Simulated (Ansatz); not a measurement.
## Electronic structure of BBrFGaH2 (SMILES F[B]([GaH2])Br) in real space

```yaml
atoms:
  - { symbol: F, position_ang: [0.1336, -2.1836, 0.3066] }
  - { symbol: B, position_ang: [-0.3047, -1.0105, -0.0941] }
  - { symbol: Ga, position_ang: [0.5342, 0.8797, 0.2271] }
  - { symbol: Br, position_ang: [-1.9444, -1.0064, -1.1239] }
  - { symbol: H, position_ang: [1.5370, 1.4987, -0.8134] }
  - { symbol: H, position_ang: [0.0864, 1.7582, 1.4513] }
```

Theory: Ansatz, RKS PBE0-D4/def2-SVP.

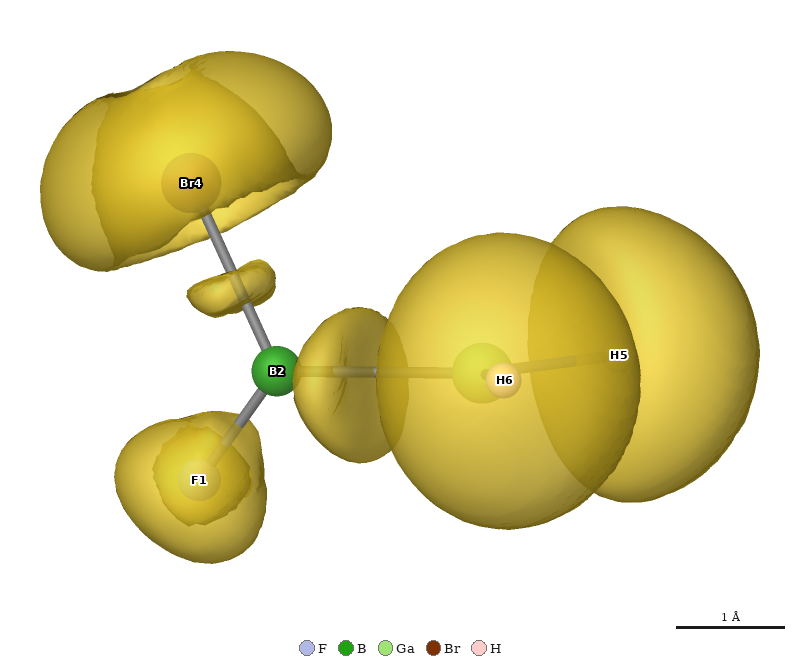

Figure 1. Isosurface of the ELF at 0.8 (yellow), seen at a tilt. Only the valence region is drawn (cores and ρ < 0.01 e/Å³ removed).

> What do the ELF domains correspond to?

At this value the surface marks out one region between bonded B–Br atoms (shared pairs), two regions around hydrogen nuclei, one lobe of the valence shell of B pointing towards Ga (polar bonds), one region on F in which the atom's valence shell and bonds are merged and one ring or bowl of non-bonding electrons around Br. Profiles from the grid: B–F (1.31 Å): the ELF peaks at about 0.90 between the atoms; a shared but strongly polarised pair. B–Br (1.94 Å): the ELF peaks at about 0.90 between the atoms; a polar covalent bond.

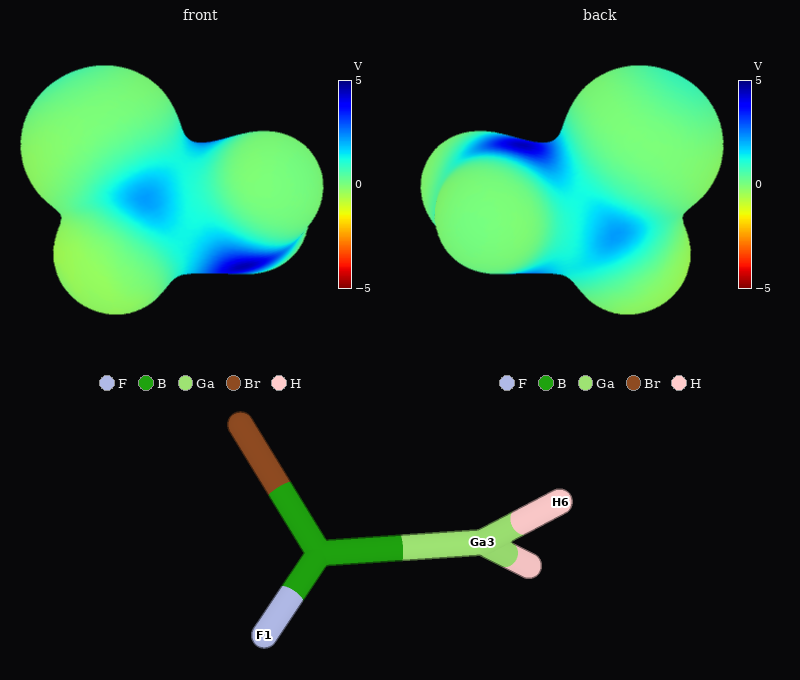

Figure 2. The molecular electrostatic potential painted on the density surface at 0.004 e/bohr³, seen from the front and from behind; red is negative and blue positive. The bare structure is drawn below in the same view.

> Describe the electrostatic potential map.

The most negative region (about −0.5 V) lies over F1, the most positive (about +4.3 V) over Ga3. Br4 shows a σ-hole: about +0.8 V at the tip opposite its bond, against about −0.1 V on its flanks.

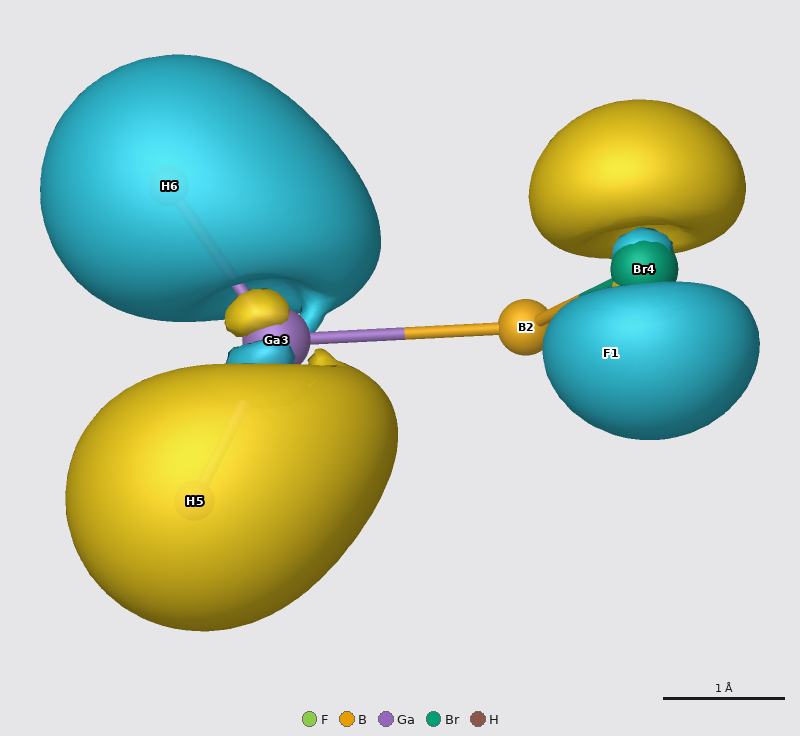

Figure 3. The HOMO−1 at ±0.1 Å⁻³ᐟ² (yellow and cyan are the two phases), seen at an oblique angle.

> Describe this orbital and give its energy.

It lies mainly on Ga3 (about 35 %), H5 (about 25 %), H6 (about 25 %) and Br4 (about 15 %). Its energy is −8.65 eV.

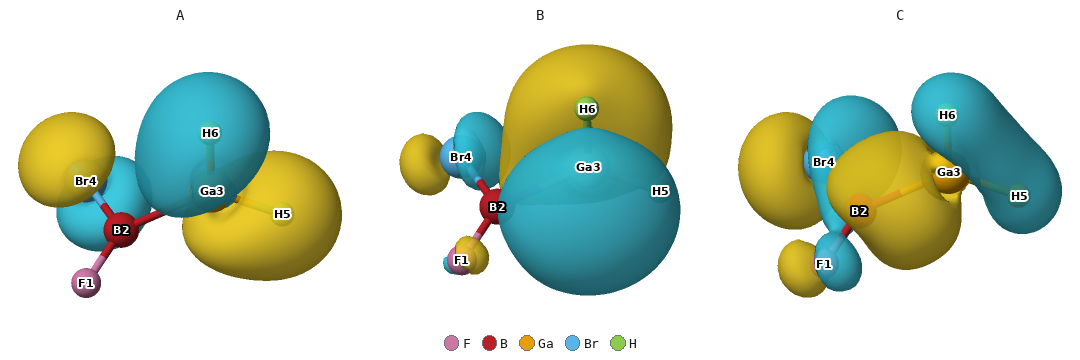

Figure 4. Three frontier orbitals at ±0.08 Å⁻³ᐟ² (yellow and cyan are the two phases), in no order.

> Order the three orbitals by energy and name them.

A is the HOMO−1 (−8.65 eV). Its weight (Hirshfeld) is mainly on Ga3 (about 35 %), H5 (about 25 %), H6 (about 25 %) and Br4 (about 15 %). C is the HOMO (−7.72 eV). Its weight (Hirshfeld) is mainly on Br4 (about 30 %), Ga3 (about 25 %), B2 (about 25 %), F1 (about 5 %), H5 (about 5 %) and H6 (about 5 %). B is the LUMO (−1.96 eV). By Hirshfeld shares it lies mainly on Ga3 (about 75 %) and B2 (about 10 %).

> What is the HOMO–LUMO gap?

5.76 eV between the orbital energies.
